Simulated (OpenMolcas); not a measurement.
A ladder of methods for CH7NSn (SMILES C[NH][SnH3])

The species is CH7NSn (10 atoms), meant as a singlet with charge 0. SMILES: `C[NH][SnH3]`. Geometry: relaxed at PBE0-D4/def2-TZVP.

Quantity: the dipole moment, in D. The values are calculated.

| level | kind | program | value (D) |
| --- | --- | --- | --- |
| SVWN5/def2-SVP (core potential) | LDA | OpenMolcas | 0.84 |
| PBE/def2-SVP (core potential) | GGA | OpenMolcas | 0.81 |
| revPBE/def2-SVP (core potential) | GGA | OpenMolcas | 0.80 |
| M06-L/def2-SVP (core potential) | meta-GGA | OpenMolcas | 0.81 |
| TPSS/def2-SVP (core potential) | meta-GGA | OpenMolcas | 0.83 |
| r2SCAN/def2-SVP (core potential) | meta-GGA | OpenMolcas | 0.82 |
| M06-2X/def2-SVP (core potential) | hybrid meta-GGA | OpenMolcas | 0.86 |
| PBE0/def2-SVP (core potential) | global hybrid | OpenMolcas | 0.84 |

The values span 0.80 to 0.86 D. Magnitudes only.

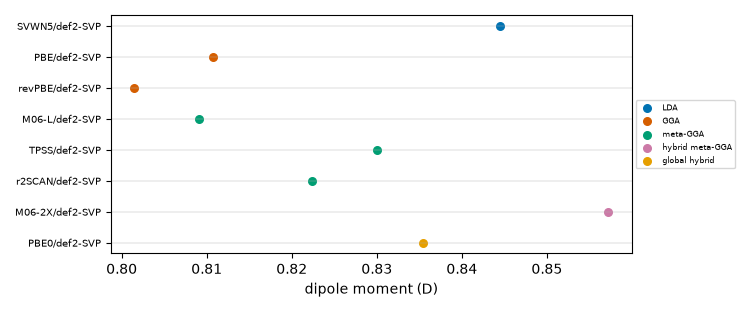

The values of the table, level by level.
